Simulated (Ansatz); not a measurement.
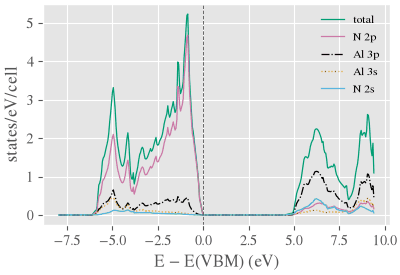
Total and projected density of states of AlN (wurtzite, P6_3mc), the program Ansatz at the LDA level (PAW)

Task: Which orbitals carry the states next to the gap?

Result: Top 1 eV of the valence band: N 2p 91 %, Al 3p 7 %. Bottom 1 eV of the conduction band: Al 3p 51 %, N 2s 19 %, Al 3s 8 %, N 2p 8 %, outside the projected shells 14 %. Projections are on Löwdin-orthogonalised atomic valence shells; empty p or d shells of many metals are not among them.

Task: Where is the tallest occupied peak in this window, and what makes it?

Result: Near -0.8 eV, about 5.2 states/eV per cell; the largest projected share is N 2p.

The cell was relaxed with LDA under the symmetry of its start; phonons on a q-mesh show no instability.

Potentials: the later of the program's two PAW sets.
